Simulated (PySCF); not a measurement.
# SiBrClF (SMILES F[Si](Cl)Br): levels of theory compared

Aim: a comparison of 6 runs (UMP2/def2-SVP, UMP2/ma-def2-SVP, UMP2/def2-SVPD, UMP2/ma-def2-TZVP, UMP2/def2-TZVPD, UMP2/def2-TZVPPD) of SiBrClF. 

Program for the calculation: PySCF 2.14.0.

1 further run of the same task is left out (set aside as unsound or not needed).

## 1. The molecule

The species is SiBrClF (4 atoms), meant as a doublet with charge 0. SMILES: `F[Si](Cl)Br`. The shape is that of a PBE0-D4/def2-TZVP optimisation.

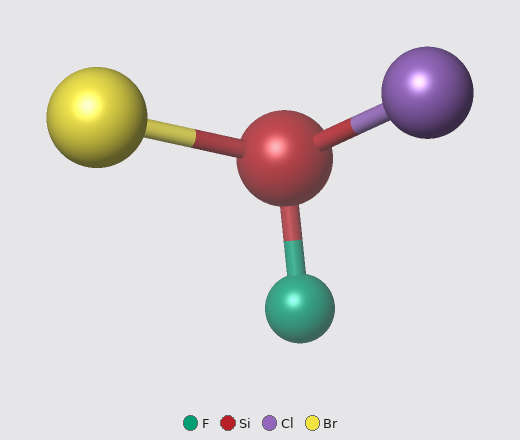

Viewed from a chosen angle; fluorine teal, silicon red, chlorine purple, bromine yellow.

## 2. The energy at UMP2/def2-SVP (run 1)

The input, job.py:

```python
from pyscf import gto, mp

mol = gto.M(
    atom='''
F       -0.532200       0.674200      -1.342900
Si      -0.280900      -0.390800      -0.189900
Cl      -1.027100       0.388000       1.541900
Br       1.895700      -0.731700      -0.029400
''',
    verbose=4,
    basis='def2-svp',
    max_memory=1860,
    charge=0,
    spin=1,
)

mf = mol.UHF()
mf.conv_tol = 1e-10
mf.kernel()
if not mf.converged:
    mf = mf.newton().run(mf.mo_coeff, mf.mo_occ)

pt = mp.MP2(mf, frozen=20).run()
etot = pt.e_tot
print(f'total energy: {etot:.8f} hartree')
```

Command:

```
OMP_NUM_THREADS=1 python job.py
```

Standard output:

```text
PySCF version 2.14.0

[... 92 lines left out ...]
converged SCF energy = -3419.77183853683  <S^2> = 0.75498077  2S+1 = 2.0049746
[... 1 line left out ...]
******** <class 'pyscf.mp.ump2.UMP2'> ********
nocc = (np.int64(18), np.int64(17)), nmo = (62, 62)
frozen orbitals 20
E(UMP2) = -3420.38909247984  E_corr = -0.617253943013746
E(SCS-UMP2) = -3420.35431645018  E_corr = -0.582477913355846
E_corr(same-spin) = -0.182569405685365
E_corr(oppo-spin) = -0.434684537328381
total energy: -3420.38909248 hartree
```

Run time: 2.6 s. Hardware: 1 thread of Intel Xeon Platinum 8488C (Sapphire Rapids), shared host; peak memory 0.2 GiB.

## 3. A single-point energy at UMP2/ma-def2-SVP (run 2)

The input, calc.py:

```python
from pyscf import gto, scf, mp

system = gto.M(
    atom=[
    ('F', (-0.532200, 0.674200, -1.342900)),
    ('Si', (-0.280900, -0.390800, -0.189900)),
    ('Cl', (-1.027100, 0.388000, 1.541900)),
    ('Br', (1.895700, -0.731700, -0.029400)),
],
    max_memory=1860,
    charge=0,
    verbose=3,
    basis='ma-def2-svp',
    spin=1,
)

calc0 = scf.UHF(system)
calc0.conv_tol = 1e-10
calc0.kernel()
if not calc0.converged:
    calc0 = calc0.newton().run(calc0.mo_coeff, calc0.mo_occ)

pt = mp.MP2(calc0, frozen=20).run()
e_tot = pt.e_tot
print(f'total energy: {e_tot:.8f} hartree')
```

Command:

```
OMP_NUM_THREADS=1 python calc.py
```

Standard output:

```text
converged SCF energy = -3419.78409779556  <S^2> = 0.75485249  2S+1 = 2.0048466
E(UMP2) = -3420.41283731072  E_corr = -0.628739515166152
E(SCS-UMP2) = -3420.37734815344  E_corr = -0.593250357883437
total energy: -3420.41283731 hartree
```

It took 4.2 s on 1 thread of Intel Xeon Platinum 8488C (Sapphire Rapids), shared host; peak memory 0.27 GiB.

Runs 3 to 5 aren't shown in full; the table further down has their settings and results.

## 4. The energy at UMP2/def2-TZVPPD (run 6)

The input, input.py:

```python
# F[Si](Cl)Br
from pyscf import gto, mp

mol = gto.Mole()
mol.atom = 'F -0.532200 0.674200 -1.342900; Si -0.280900 -0.390800 -0.189900; Cl -1.027100 0.388000 1.541900; Br 1.895700 -0.731700 -0.029400'
mol.spin = 1
mol.max_memory = 1860
mol.charge = 0
mol.basis = 'def2-tzvppd'
mol.verbose = 4
mol.build()

mf = mol.UHF()
mf.conv_tol = 1e-10
mf.kernel()
if not mf.converged:
    mf = mf.newton().run(mf.mo_coeff, mf.mo_occ)

pt = mp.MP2(mf, frozen=20).run()
e_final = pt.e_tot
print('E = %.10f Eh' % e_final)
```

Command:

```
OMP_NUM_THREADS=1 python input.py
```

Standard output:

```text
PySCF version 2.14.0

[... 96 lines left out ...]
converged SCF energy = -3420.49111416513  <S^2> = 0.75591315  2S+1 = 2.0059044
[... 1 line left out ...]
******** <class 'pyscf.mp.ump2.UMP2'> ********
nocc = (np.int64(18), np.int64(17)), nmo = (176, 176)
frozen orbitals 20
E(UMP2) = -3421.29702184722  E_corr = -0.805907682088241
E(SCS-UMP2) = -3421.26277846296  E_corr = -0.77166429783502
E_corr(same-spin) = -0.225490293081771
E_corr(oppo-spin) = -0.580417389006469
E = -3421.2970218472 Eh
```

Run time: 92 s. Hardware: 1 thread of Intel Xeon Platinum 8488C (Sapphire Rapids), shared host; peak memory 2.9 GiB.

## 5. The series

| run | level | energy (Eh) | dipole moment (D) of the reference | HOMO energy (eV) | LUMO energy (eV) | wall time |
| --- | --- | --- | --- | --- | --- | --- |
| 1 | UMP2/def2-SVP | -3420.389092 | 1.33 | -10.27 | 0.38 | 2.6 s |
| 2 | UMP2/ma-def2-SVP | -3420.412837 | 1.29 | -10.46 | -0.09 | 4.2 s |
| 3 | UMP2/def2-SVPD | -3420.442213 | 1.10 | -10.42 | 0.07 | 8.1 s |
| 4 | UMP2/ma-def2-TZVP | -3421.287673 | 1.04 | -10.35 | 0.07 | 59 s |
| 5 | UMP2/def2-TZVPD | -3421.292055 | 1.02 | -10.35 | 0.13 | 91 s |
| 6 | UMP2/def2-TZVPPD | -3421.297022 | 1.02 | -10.35 | 0.13 | 92 s |

Convergence of the total energy of doublet SiBrClF with the basis set, against the last point:

| basis set | from the last (mEh) | wall time |
| --- | --- | --- |
| def2-SVP | +907.929 | 2.6 s |
| ma-def2-SVP | +884.185 | 4.2 s |
| def2-SVPD | +854.809 | 8.1 s |
| ma-def2-TZVP | +9.349 | 59 s |
| def2-TZVPD | +4.967 | 91 s |
| def2-TZVPPD | +0.000 | 92 s |

Convergence of the dipole moment (Hartree–Fock density) of doublet SiBrClF with the basis set, against the last point:

| basis set | from the last (D) | wall time |
| --- | --- | --- |
| def2-SVP | +0.3036 | 2.6 s |
| ma-def2-SVP | +0.2698 | 4.2 s |
| def2-SVPD | +0.0715 | 8.1 s |
| ma-def2-TZVP | +0.0185 | 59 s |
| def2-TZVPD | -0.0016 | 91 s |
| def2-TZVPPD | +0.0000 | 92 s |

## 6. Outcome

| quantity | value |
| --- | --- |
| run 6: total energy | -3421.29702 Eh |
| run 6: dipole moment (Hartree–Fock density) | 1.02 D |
| run 6: HOMO energy (Hartree–Fock orbitals) (highest over α and β) | -10.35 eV |
| run 6: LUMO energy (Hartree–Fock orbitals) (lowest over α and β) | 0.13 eV |
| run 6: correlation energy (20 core orbitals frozen) | -805.9 mEh |
| run 6: ⟨S²⟩ of the reference determinant | 0.756 |

For the total energy of doublet SiBrClF to stay within 10 mEh of the last point, ma-def2-TZVP is the first point of the series from which all later ones do (59 s against 92 s). For the dipole moment (Hartree–Fock density) of doublet SiBrClF to stay within 0.05 D of the last point, ma-def2-TZVP is the first point of the series from which all later ones do (59 s against 92 s). Over the runs the total energy spans 24.706 eV. All runs together took 4.3 min, the longest 92 s.
